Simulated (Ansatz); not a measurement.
Start from PbSe in the rock salt structure (space group Fm-3m, No. 225; a = 6.178 Å). Axes: x, y, z lie along the cube axes.

Structures relaxed with Kohn–Sham DFT with the r2SCAN functional, run in Ansatz (a program for electronic structure) with PAW and 500 eV plane waves, spin-orbit coupling left out.

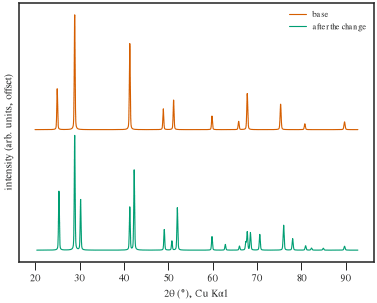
Figure. Simulated powder patterns before (top) and after one change

Task: Name the change that was made.
A. isotropic strain +0.93 %
B. uniaxial strain ε_zz = +3.59 %
C. isotropic strain +4.95 %
D. uniaxial strain ε_yy = −4.33 %

Result: D, uniaxial strain ε_yy = −4.33 %. Its volume per atom is 28.20 Å³ against 29.48 Å³, and its space group is I4/mmm (No. 139).

Whether these cells are dynamically stable was not tested.
